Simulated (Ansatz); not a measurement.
**Alloy of MgO and MnO (29 of 32 Mg sites exchanged), 64 atoms with displaced atoms, part 1 of 3**

Wanted: forces and gap of one displaced snapshot at several levels (PBEsol, HSE06 and r²SCAN).

All numbers are computed with Ansatz 0.2.0 (PAW, plane waves).

**1. The system as built**

64 atoms (32 O, 29 Mn, 3 Mg); a = 8.711 Å, b = 8.711 Å, c = 8.711 Å, α = 90.00°, β = 90.00°, γ = 90.00°. All atoms were shaken off their sites by about 0.14 Å along each axis. Starting moments add up to -4 μB.

Plan of the steps: (2) PBEsol single point at the single k point (¼, ¼, ¼), on 1 × NVIDIA H100 80GB HBM3 with 4 threads of AMD EPYC 7R13; (3) HSE06 single point at the single k point (¼, ¼, ¼), on 1 × NVIDIA H100 80GB HBM3 with 4 threads of AMD EPYC 7R13; (4) r²SCAN single point at the single k point (¼, ¼, ¼), on 1 × NVIDIA H100 80GB HBM3 with 4 threads of AMD EPYC 7R13.

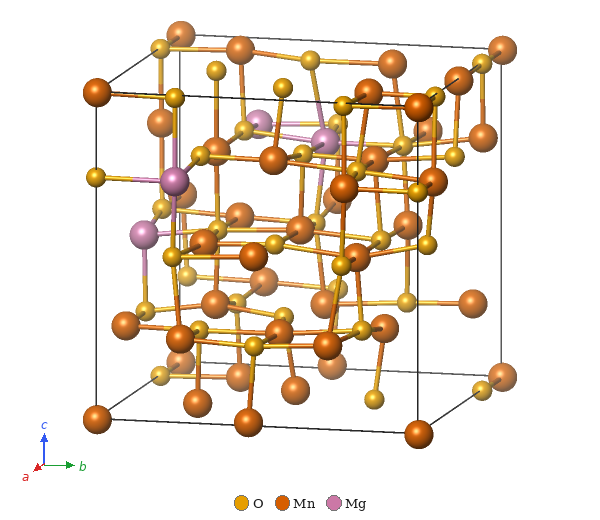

Start, viewed slightly off an axis; oxygen amber, manganese orange, magnesium pink. Atoms on faces are repeated.

**2. PBEsol on the given atoms**

Input file in.yaml:

```yaml
crystal:
  lattice:
    - [8.710807, 0.000000, 0.000000]
    - [0.000000, 8.710807, 0.000000]
    - [0.000000, 0.000000, 8.710807]
  atoms:
    - { symbol: O, position: [0.235420, 0.001755, 0.996895] }
    - { symbol: O, position: [0.255798, 0.012419, 0.511929] }
    - { symbol: O, position: [0.275919, 0.478050, 0.989903] }
    - { symbol: O, position: [0.236755, 0.483935, 0.485585] }
    - { symbol: O, position: [0.747496, 0.989079, 0.985608] }
    - { symbol: O, position: [0.745389, 0.963741, 0.530149] }
    - { symbol: O, position: [0.747787, 0.515791, 0.990520] }
    - { symbol: O, position: [0.730619, 0.486153, 0.507309] }
    - { symbol: O, position: [0.988895, 0.242693, 0.989972] }
    - { symbol: O, position: [0.980435, 0.233056, 0.501650] }
    - { symbol: O, position: [0.977842, 0.764019, 0.987549] }
    - { symbol: O, position: [0.974282, 0.756499, 0.497423] }
    - { symbol: O, position: [0.493311, 0.242306, 0.985913] }
    - { symbol: O, position: [0.483820, 0.244880, 0.498056] }
    - { symbol: O, position: [0.536355, 0.744775, 0.011012] }
    - { symbol: O, position: [0.492077, 0.754325, 0.490805] }
    - { symbol: O, position: [0.006591, 0.025379, 0.262177] }
    - { symbol: O, position: [0.985848, 0.996766, 0.735198] }
    - { symbol: O, position: [0.000527, 0.492273, 0.243535] }
    - { symbol: O, position: [0.006426, 0.493932, 0.749868] }
    - { symbol: O, position: [0.486670, 0.020877, 0.239384] }
    - { symbol: O, position: [0.509823, 0.987696, 0.760098] }
    - { symbol: O, position: [0.531364, 0.461878, 0.249542] }
    - { symbol: O, position: [0.517942, 0.518321, 0.747222] }
    - { symbol: O, position: [0.255441, 0.242898, 0.233020] }
    - { symbol: O, position: [0.244369, 0.264646, 0.760608] }
    - { symbol: O, position: [0.238125, 0.768710, 0.256449] }
    - { symbol: O, position: [0.252094, 0.760545, 0.738095] }
    - { symbol: O, position: [0.746457, 0.254978, 0.236812] }
    - { symbol: O, position: [0.752630, 0.261374, 0.772211] }
    - { symbol: O, position: [0.757537, 0.764067, 0.261608] }
    - { symbol: O, position: [0.740001, 0.743856, 0.744610] }
    - { symbol: Mn, position: [0.996213, 0.003030, 0.996348], spin: 4.534 }
    - { symbol: Mn, position: [0.005474, 0.010174, 0.511753], spin: -4.466 }
    - { symbol: Mn, position: [0.997345, 0.473491, 0.008871], spin: -4.466 }
    - { symbol: Mn, position: [0.996530, 0.489274, 0.516775], spin: 4.534 }
    - { symbol: Mn, position: [0.476712, 0.991898, 0.986331], spin: -4.466 }
    - { symbol: Mn, position: [0.490845, 0.488107, 0.018970], spin: 4.534 }
    - { symbol: Mn, position: [0.488210, 0.502487, 0.510034], spin: -4.466 }
    - { symbol: Mn, position: [0.226712, 0.247931, 0.002335], spin: -4.466 }
    - { symbol: Mn, position: [0.262435, 0.255511, 0.499545], spin: 4.534 }
    - { symbol: Mn, position: [0.241074, 0.724505, 0.984295], spin: 4.534 }
    - { symbol: Mn, position: [0.269060, 0.779902, 0.499160], spin: -4.466 }
    - { symbol: Mn, position: [0.736433, 0.247477, 0.011982], spin: 4.534 }
    - { symbol: Mn, position: [0.736766, 0.267310, 0.501195], spin: -4.466 }
    - { symbol: Mn, position: [0.737870, 0.780281, 0.985391], spin: -4.466 }
    - { symbol: Mn, position: [0.746972, 0.743885, 0.482043], spin: 4.534 }
    - { symbol: Mn, position: [0.245984, 0.975679, 0.263337], spin: -4.466 }
    - { symbol: Mn, position: [0.231399, 0.003763, 0.769510], spin: 4.534 }
    - { symbol: Mn, position: [0.242638, 0.514976, 0.240159], spin: 4.534 }
    - { symbol: Mn, position: [0.711388, 0.018083, 0.234108], spin: 4.534 }
    - { symbol: Mn, position: [0.774112, 0.990211, 0.729447], spin: -4.466 }
    - { symbol: Mn, position: [0.764734, 0.509371, 0.241782], spin: -4.466 }
    - { symbol: Mn, position: [0.756243, 0.488919, 0.768667], spin: 4.534 }
    - { symbol: Mn, position: [0.003352, 0.263425, 0.255926], spin: -4.466 }
    - { symbol: Mn, position: [0.990938, 0.718101, 0.254100], spin: 4.534 }
    - { symbol: Mn, position: [0.995571, 0.771002, 0.738282], spin: -4.466 }
    - { symbol: Mn, position: [0.486868, 0.238138, 0.270496], spin: 4.534 }
    - { symbol: Mn, position: [0.487680, 0.240424, 0.738162], spin: -4.466 }
    - { symbol: Mn, position: [0.515565, 0.771095, 0.225769], spin: -4.466 }
    - { symbol: Mn, position: [0.484444, 0.731536, 0.732927], spin: 4.534 }
    - { symbol: Mg, position: [0.481895, 0.015152, 0.471575] }
    - { symbol: Mg, position: [0.231603, 0.513796, 0.733163] }
    - { symbol: Mg, position: [0.001989, 0.245509, 0.736425] }
  symmetry: { detect: false }
kpoints:
  mp_grid: { grid: [1, 1, 1], shift: [0.25, 0.25, 0.25] }
hamiltonian:
  xc: pbesol
magnetization:
  spin_polarized: true
scf:
  occupations: { method: fermi_dirac, width: 0.01 }
output:
  forces: true
  eigenvalues: true
  stress: true
  populations: true
  eigenstates: { kpoints: [[0.25, 0.25, 0.25]], e_range: [-6.0, 6.0], localisation: true }
```

Run with:

```
> ansatz run in.yaml --threads 4 --pin off --max-ram 42750MiB --runs-dir r --events-out ev --progress --plain --backend cuda --devices 0, --max-vram 37GiB
```

The log of the run:

```text
Pseudopotentials: kind: paw
Functional definition: PBEsol
  exchange = pbesol_x
  correlation = pbesol_c
Crystal: 64 atoms, lattice volume = 660.960 Å³
Basis set: ecut = 420 eV, 12965 PW (Γ), exchange–correlation on 120×120×120 points (8 copies of the dense FFT grid, shifted against one another)
Bands: 473, of which v1, the nominal top of the filled ones, is band 329 counted from 1 (328 counted from 0)
Symmetry: 1 space group operations
k-points: 1
Non-local potential: O, projectors of the file, l = 0: 2, l = 1: 2, l = 2: 1
Non-local potential: Mn, projectors of the file, l = 0: 3, l = 1: 2, l = 2: 3, l = 3: 1
Non-local potential: Mg, projectors of the file, l = 0: 3, l = 1: 2, l = 2: 1
PAW form: soft (Blöchl's): semilocal exchange-correlation on the pseudo side does not see the compensation charge
PAW frozen core: O, regenerated for the run's functional, and the local potential with it (the file was generated under x = pbe(κ = 0.804, μ = 0.2195149727645171), c = pbe(β = 0.06672455060314922))
PAW frozen core: Mn, regenerated for the run's functional, and the local potential with it (the file was generated under x = pbe(κ = 0.804, μ = 0.2195149727645171), c = pbe(β = 0.06672455060314922))
PAW frozen core: Mg, regenerated for the run's functional, and the local potential with it (the file was generated under x = pbe(κ = 0.804, μ = 0.2195149727645171), c = pbe(β = 0.06672455060314922))
PAW one-centre angular grid: O, 110 points (default); XC on 64 Gauss nodes
PAW one-centre angular grid: Mn, 590 points (default); XC on 64 Gauss nodes
PAW one-centre angular grid: Mg, 110 points (default); XC on 64 Gauss nodes
Initial density: superposition of atomic densities (chi_scale 0.1, normalization cell, long waves kept (reshape's long-wave potential 0.36 eV rms))
Starting moments: Σ|m| = 130.466 μB on 29 of 64 sites
Initial wavefunctions: pseudopotential atomic-orbital guess
Functional: x = pbesol(κ = 0.804, μ = 0.12345679012345678), c = pbesol(β = 0.046)
SCF iter   1: F=—  HF=-135871.973256 eV  |F-HF|=—  |Δ(HF+E_count)|=         —  Δρ=9.70e-2 (↑8.97e-2 ↓9.70e-2)  dr2=1.95e2  dr2_m=4.64e0  M=-4.962 μB ∫|m|=121.498 μB  β_m=0.30  ethr=3.10e-3  ⟨swp⟩=4.0  Hψ=2920  notcnv=0  defer=129
Mixer restart at iter 1: flushing history
[... from here the SCF cycle lines were not kept, up to the last twenty ...]
preconditioner: auto → Resta (q_TF=auto, 2.726 Å⁻¹)  ε∞=8.1  [insulator: Δε(μ)=0.063 eV  Ē_g=10.864 eV  σ=0.010 eV  W_gap=0.92  n_scr=250 (ndim 8)  ℏωp=28.9 eV  f_vac=0.000  D(μ)=11.75/eV (n_scr^D=80)  ε∞_Penn≈8.1]
spin=Collinear: Resta preconditioning applied to the charge; magnetization (m = ρ↑ − ρ↓) channel mixes plain (no charge-response kernel on spin).
SCF iter   2: F=—  HF=-135867.078903 eV  |F-HF|=—  |Δ(HF+E_count)|=    4.89e0  Δρ=3.87e-2 (↑3.43e-2 ↓3.87e-2)  dr2=2.89e1  dr2_m=1.43e0  M=-5.000 μB ∫|m|=125.810 μB  β_m=0.37  ethr=3.10e-3  ⟨swp⟩=3.0  Hψ=1765  notcnv=0  defer=262
SCF iter   3: F=—  HF=-135871.186343 eV  |F-HF|=—  |Δ(HF+E_count)|=    4.11e0  Δρ=1.58e-2 (↑1.42e-2 ↓1.58e-2)  dr2=6.19e0  dr2_m=2.17e-1  M=-5.000 μB ∫|m|=125.316 μB  β_m=0.47  ethr=3.10e-3  ⟨swp⟩=2.0  Hψ=1285  notcnv=0  defer=262
SCF iter   4: F=—  HF=-135871.784899 eV  |F-HF|=—  |Δ(HF+E_count)|=   5.99e-1  Δρ=9.70e-3 (↑7.13e-3 ↓9.70e-3)  dr2=1.69e0  dr2_m=9.51e-2  M=-5.000 μB ∫|m|=125.692 μB  β_m=0.54  ethr=9.42e-4  ⟨swp⟩=2.0  Hψ=1138  notcnv=0  defer=266
SCF iter   5: F=—  HF=-135871.762921 eV  |F-HF|=—  |Δ(HF+E_count)|=   2.20e-2  Δρ=4.44e-3 (↑3.71e-3 ↓4.44e-3)  dr2=2.60e-1  dr2_m=2.28e-2  M=-5.000 μB ∫|m|=125.640 μB  β_m=0.67  ethr=2.57e-4  ⟨swp⟩=4.0  Hψ=1603  notcnv=0  defer=266
SCF iter   6: F=—  HF=-135871.807317 eV  |F-HF|=—  |Δ(HF+E_count)|=         —  Δρ=2.21e-3 (↑1.82e-3 ↓2.21e-3)  dr2=7.55e-2  dr2_m=5.20e-3  M=-5.000 μB ∫|m|=125.682 μB  β_m=0.67  ethr=3.96e-5  ⟨swp⟩=2.5  Hψ=1620  notcnv=0  defer=272
Mixer restart at iter 6: flushing history
SCF iter   7: F=—  HF=-135871.807255 eV  |F-HF|=—  |Δ(HF+E_count)|=   6.14e-5  Δρ=2.03e-3 (↑8.13e-4 ↓2.03e-3)  dr2=3.54e-2  dr2_m=5.43e-3  M=-5.000 μB ∫|m|=125.632 μB  β_m=0.58  ethr=1.15e-5  ⟨swp⟩=3.0  Hψ=1581  notcnv=0  defer=272
SCF iter   8: F=—  HF=-135871.805959 eV  |F-HF|=—  |Δ(HF+E_count)|=   1.30e-3  Δρ=4.91e-4 (↑4.20e-4 ↓4.91e-4)  dr2=5.14e-3  dr2_m=2.08e-4  M=-5.000 μB ∫|m|=125.675 μB  β_m=0.68  ethr=5.38e-6  ⟨swp⟩=2.0  Hψ=1590  notcnv=0  defer=272
SCF iter   9: F=—  HF=-135871.806691 eV  |F-HF|=—  |Δ(HF+E_count)|=   7.31e-4  Δρ=4.45e-4 (↑2.21e-4 ↓4.45e-4)  dr2=2.56e-3  dr2_m=2.65e-4  M=-5.000 μB ∫|m|=125.650 μB  β_m=0.62  ethr=7.82e-7  ⟨swp⟩=2.0  Hψ=1486  notcnv=0  defer=272
SCF iter  10: F=—  HF=-135871.806587 eV  |F-HF|=—  |Δ(HF+E_count)|=   1.04e-4  Δρ=1.31e-4 (↑9.47e-5 ↓1.31e-4)  dr2=3.04e-4  dr2_m=2.68e-5  M=-5.000 μB ∫|m|=125.668 μB  β_m=0.65  ethr=3.89e-7  ⟨swp⟩=2.0  Hψ=1595  notcnv=0  defer=272
SCF iter  11: F=—  HF=-135871.806550 eV  |F-HF|=—  |Δ(HF+E_count)|=   3.68e-5  Δρ=9.40e-5 (↑3.79e-5 ↓9.40e-5)  dr2=9.72e-5  dr2_m=1.07e-5  M=-5.000 μB ∫|m|=125.671 μB  β_m=0.65  ethr=4.63e-8  ⟨swp⟩=3.0  Hψ=1649  notcnv=0  defer=270
SCF iter  12: F=—  HF=-135871.806630 eV  |F-HF|=—  |Δ(HF+E_count)|=   7.97e-5  Δρ=6.23e-5 (↑1.80e-5 ↓6.23e-5)  dr2=4.09e-5  dr2_m=5.68e-6  M=-5.000 μB ∫|m|=125.671 μB  β_m=0.72  ethr=1.48e-8  ⟨swp⟩=2.0  Hψ=1573  notcnv=0  defer=270
SCF iter  13: F=—  HF=-135871.806631 eV  |F-HF|=—  |Δ(HF+E_count)|=   1.54e-6  Δρ=1.84e-5 (↑1.09e-5 ↓1.84e-5)  dr2=6.25e-6  dr2_m=3.61e-7  M=-5.000 μB ∫|m|=125.671 μB  β_m=0.71  ethr=6.22e-9  ⟨swp⟩=2.0  Hψ=1342  notcnv=0  defer=270
SCF iter  14: F=—  HF=-135871.806631 eV  |F-HF|=—  |Δ(HF+E_count)|=   3.82e-7  Δρ=1.21e-5 (↑5.18e-6 ↓1.21e-5)  dr2=1.48e-6  dr2_m=1.94e-7  M=-5.000 μB ∫|m|=125.670 μB  β_m=0.73  ethr=9.51e-10  ⟨swp⟩=2.0  Hψ=1563  notcnv=0  defer=270
SCF iter  15: F=—  HF=-135871.806631 eV  |F-HF|=—  |Δ(HF+E_count)|=   9.83e-8  Δρ=6.48e-6 (↑2.25e-6 ↓6.48e-6)  dr2=4.26e-7  dr2_m=6.15e-8  M=-5.000 μB ∫|m|=125.670 μB  β_m=0.83  ethr=2.25e-10  ⟨swp⟩=2.0  Hψ=1494  notcnv=0  defer=270
SCF iter  16: F=—  HF=-135871.806631 eV  |F-HF|=—  |Δ(HF+E_count)|=   1.63e-8  Δρ=1.69e-6 (↑1.66e-6 ↓1.69e-6)  dr2=5.60e-8  dr2_m=3.94e-9  M=-5.000 μB ∫|m|=125.670 μB  β_m=0.75  ethr=6.48e-11  ⟨swp⟩=2.0  Hψ=1458  notcnv=0  defer=270
SCF iter  17: F=-135871.806631 eV  HF=-135871.806631 eV  |F-HF|=5.72e-8  |Δ(HF+E_count)|=   3.17e-9  Δρ=2.33e-6 (↑6.58e-7 ↓2.33e-6)  dr2=6.58e-8  dr2_m=6.78e-9  M=-5.000 μB ∫|m|=125.670 μB  ethr=8.53e-12  ⟨swp⟩=9.0  Hψ=5334  notcnv=0
SCF 1 converged in 17 iterations: F = -135871.806631 eV  dr2 = 6.58e-8
NSCF: frozen V_eff on 1 k-points
SCF converged after 17 iterations
Magnetization: -5.0000 μB (326.0000 up, 331.0000 down)
Absolute magnetization: 125.7109 μB (∫|ρ↑−ρ↓|, with the PAW one-centre terms)
Spin contamination: 62.4062 ħ² per cell (⟨S²⟩ above its minimum at these occupations)
Per-site moments (μB) at R_I (Å): [(0.008227840304192751, 0.817201167217327), (-0.1151078851937341, 0.8253104027155017), (0.05234902059221071, 0.7801417797687715), (0.059755644831759866, 0.8274672345891133), (0.016332590761796714, 0.751051894643764), (-0.060348477622367974, 0.7297429650891564), (0.01154978109499251, 0.8035650270959603), (-0.05607730390756082, 0.786965236266982), (-0.10128445739451 [...]
Free energy (F): -135871.806631 eV
Harris-Foulkes:  -135871.806631 eV  (|F-HF|=5.72e-8)
Internal energy: -135871.806195 eV  (E = F + TS)
E sigma→0 (E₀):  -135871.806413 eV
Entropy (-TS):   -0.000435 eV (-0.007 meV/atom)
Fermi energy:    14.157656 eV
--- Per-component energies (eV) ---
  E_band       = -7681.219581
  E_kinetic    = 14577.168858
  E_local      = -69640.582213  (includes V_loc(G=0)·N_el)
  E_nonlocal   = 9217.489426
  E_hartree    = 27771.108441
  E_xc         = -5634.911541
  E_vxc        = -7238.208194  (∫ρ·V_xc dr)
  E_paw        = -42751.962946  (= ΣΔE_a)
  E_vpaw       = -10139.376055  (= ΣTr[D̂ρ^β])
  E_aug_tail   = 0.076830  (compensation charges beyond the density's cutoff)
  E_ewald      = -69416.418709
  E_core_change = 6.225659  (= ΣΔE_core)
  E_smearing   = -0.000435  (= −TS)
  E_closure    = 0.000000  (closes the sum)
  Σ components = -135871.806631   (vs F -135871.806631, Δ=0.00e0)
--- Forces (eV/Å), atoms counted from 1 ---
  atom   1  O      0.42845991    -0.65218025     0.18568279
  atom   2  O      0.25229284     0.40312098    -0.12444149
  atom   3  O     -1.99278098     1.41732910    -0.25998104
  atom   4  O      0.24581867     0.85200091     0.53464702
  atom   5  O      0.05624273     1.84558174     0.64488609
  atom   6  O     -1.05675714     1.49141832    -3.30335748
  atom   7  O      0.53705098    -0.09457072     1.15056577
  atom   8  O      0.88716251     1.15978626    -0.10983941
  atom   9  O     -0.00567213    -0.03289075    -0.45561182
  atom  10  O      0.12792390     1.63678713     0.65211377
  atom  11  O      0.78672260    -0.51842828     0.27096690
  atom  12  O      1.40951340    -0.45467518     0.12143827
  atom  13  O      0.40440722    -0.22242400    -0.23811440
  atom  14  O      1.67381564    -0.33048000     0.96100708
  atom  15  O     -3.07042297    -0.40872106    -0.37441703
  atom  16  O      0.33266646     0.44899448    -0.92780451
  atom  17  O     -0.20432776    -0.36813590    -0.19401821
  atom  18  O      2.36458526     1.60254151     1.20097105
  atom  19  O      0.25304877    -0.04972490     0.14885198
  atom  20  O      0.20667423    -0.08060085     0.11014550
  atom  21  O     -0.32586593    -1.57496431     0.21530746
  atom  22  O     -0.56180057     0.10407420    -0.88751327
  atom  23  O     -0.76808676     1.02270919     0.34211615
  atom  24  O     -1.34137941    -1.53083794    -0.23754764
  atom  25  O     -0.41655828     0.39154424     0.55505141
  atom  26  O     -0.53692449    -0.24146635    -0.94190419
  atom  27  O     -0.30854581    -2.93251148    -0.31347670
  atom  28  O     -0.88123489    -1.05204750     0.48901218
  atom  29  O      0.66712855    -0.62178702     0.87608588
  atom  30  O      0.16551566    -0.83602363    -0.89239964
  atom  31  O     -0.46397095    -0.13313235    -0.90536921
  atom  32  O      0.31200085    -0.42533564     0.13304450
  atom  33  Mn    -0.49800662    -0.03555642     1.14674462
  atom  34  Mn    -0.27235369    -1.10245411    -2.81975477
  atom  35  Mn    -0.74866261     1.33911821    -1.20476470
  atom  36  Mn    -0.87055411     0.25423116    -0.68739696
  atom  37  Mn    -0.08970225     1.01586882    -0.51730030
  atom  38  Mn     1.79028720     0.22661520    -0.18917251
  atom  39  Mn     0.15069060     0.38890290    -0.54490443
  atom  40  Mn     1.22070378    -0.37653572     0.00929713
  atom  41  Mn    -1.71740212    -0.50860290     0.04568478
  atom  42  Mn    -0.43119400     0.62636138     0.63413098
  atom  43  Mn    -0.93395849    -1.35154082     0.44451923
  atom  44  Mn    -0.25564262     0.08000899    -1.03925694
  atom  45  Mn     0.21915812    -1.04186785    -0.23641001
  atom  46  Mn     3.10542553    -2.15706611    -0.71817866
  atom  47  Mn    -0.77178288    -0.42803737     1.06335805
  atom  48  Mn    -1.26316438     3.11849659    -1.45627666
  atom  49  Mn     0.94715264     0.29770363    -0.58741083
  atom  50  Mn     0.64727494    -0.32705621     0.31191517
  atom  51  Mn     2.09686843    -0.70632816    -0.03926475
  atom  52  Mn    -3.72203485     0.84647202     2.69703799
  atom  53  Mn    -1.45230107     0.15973007     0.12155359
  atom  54  Mn    -0.30451082     1.10523105    -0.58674910
  atom  55  Mn    -0.08748600    -1.66276645     0.55804790
  atom  56  Mn     0.17281619     1.56454311    -0.42173201
  atom  57  Mn    -0.12605644    -2.25010251     0.41688582
  atom  58  Mn     0.00608544     2.27428501    -1.76869048
  atom  59  Mn     0.35152400    -0.20550928     1.41710877
  atom  60  Mn     0.11960989    -0.93653860     1.56281626
  atom  61  Mn     1.59034855     1.83377433     0.09751899
  atom  62  Mg     1.58324840    -1.49377980     2.32756295
  atom  63  Mg     0.90534146    -0.88740262     0.56830903
  atom  64  Mg    -0.53845345     0.52482225     0.96865883
  max |Σ_I F_I| component: 3.02e-5 eV/Å
--- Stress (GPa, compression-positive) ---
        5.966097      -2.092492      -2.107761
       -2.092492       6.063301      -1.430149
       -2.107761      -1.430148       4.637801
  P = ⅓ Tr σ = 5.5557 GPa (55.557 kbar)
--- Band table (eV) ---
  k-point 0 ↑: bands = [... 316 lower levels ..., "13.2450", "13.3981", "13.4943", "13.5370", "13.5717", "13.6365", "13.6847", "13.7179", "13.7840", "13.8999", "14.3336", "14.4074", "14.4339", "14.4899", "14.5211", "14.6158", "14.6540", "14.7003", "14.7756", "14.8422", "14.8742", "14.9218", "14.9395", "14.9999", ... 133 higher levels ...]
  k-point 0 ↓: bands = [... 316 lower levels ..., "13.0520", "13.1068", "13.1221", "13.1842", "13.2179", "13.2681", "13.3200", "13.3715", "13.4355", "13.5078", "13.5210", "13.5939", "13.6577", "14.0095", "14.1003", "14.2150", "14.2989", "14.4352", "14.5261", "14.5872", "14.6647", "14.7161", "14.7579", "14.7988", ... 133 higher levels ...]
--- Löwdin populations: 64 sites ---
  site symbol       q [e]    m [muB]
     0      O      6.9571     0.0206
     1      O      7.0539    -0.1507
[... 62 atoms left out ...]
  spilling = 0.006301 (of n_electrons = 657.000000)
```

Wall time 15 s (1 × NVIDIA H100 80GB HBM3 with 4 threads of AMD EPYC 7R13, shared host); peak host memory 1.7 GiB.

Spacing of the frontier levels at the single k point (¼, ¼, ¼): 0.11 eV (14.100 to 14.215 eV).

The states next to the gap (eigenstates.tsv), from the top filled level:

| level (eV) | spin | filling | atoms sharing it | main element | its share | largest atom |
| --- | --- | --- | --- | --- | --- | --- |
| -0.20 | up | 1.00 | 5.0 | Mn | 0.74 | Mn54 (0.43) |
| -0.09 | down | 1.00 | 8.7 | Mn | 0.77 | Mn46 (0.30) |
| 0.00 | down | 1.00 | 5.9 | Mn | 0.76 | Mn52 (0.39) |
| 0.11 | down | 0.00 | 7.0 | Mn | 0.83 | Mn42 (0.28) |
| 0.20 | down | 0.00 | 7.8 | Mn | 0.83 | Mn42 (0.27) |
| 0.23 | up | 0.00 | 7.6 | Mn | 0.81 | Mn43 (0.26) |
| 0.31 | up | 0.00 | 16.6 | Mn | 0.82 | Mn35 (0.13) |
| 0.33 | up | 0.00 | 18.4 | Mn | 0.82 | Mn35 (0.11) |

Forces on the displaced atoms, rms: O 1.66, Mn 2.08, Mg 2.13 eV/Å; the largest is 4.67 eV/Å.

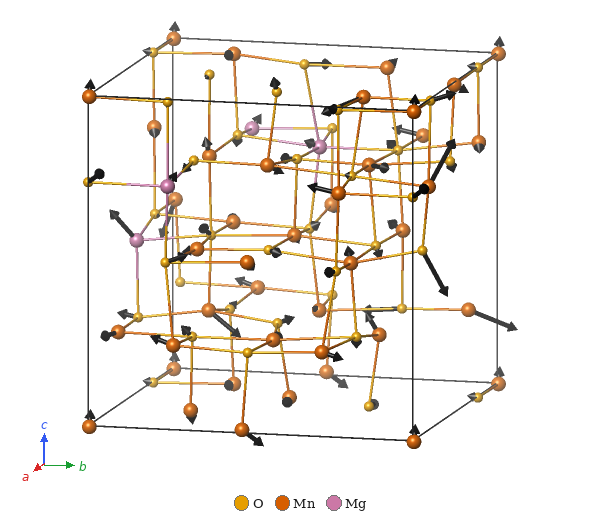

Forces as black arrows, 0.39 Å for 1 eV/Å.

Where the spin sits (Löwdin, μB): Mn59 -4.40, Mn36 +4.37, Mn55 -4.35, Mn50 +4.34, Mn57 -4.34, Mn39 -4.34.

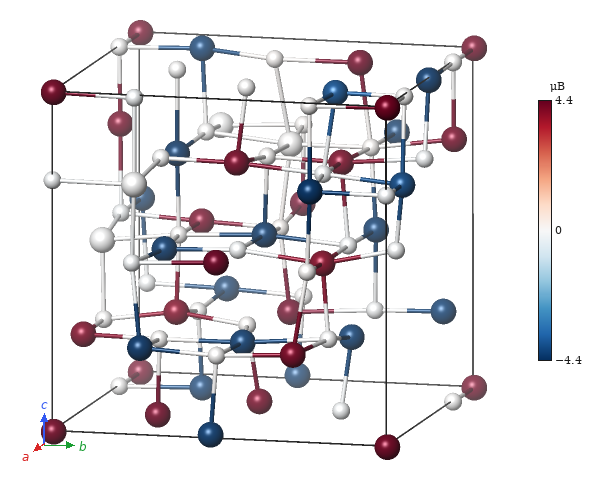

The cell with each atom coloured by its Löwdin moment.

(Continued in part 2 of 3.)
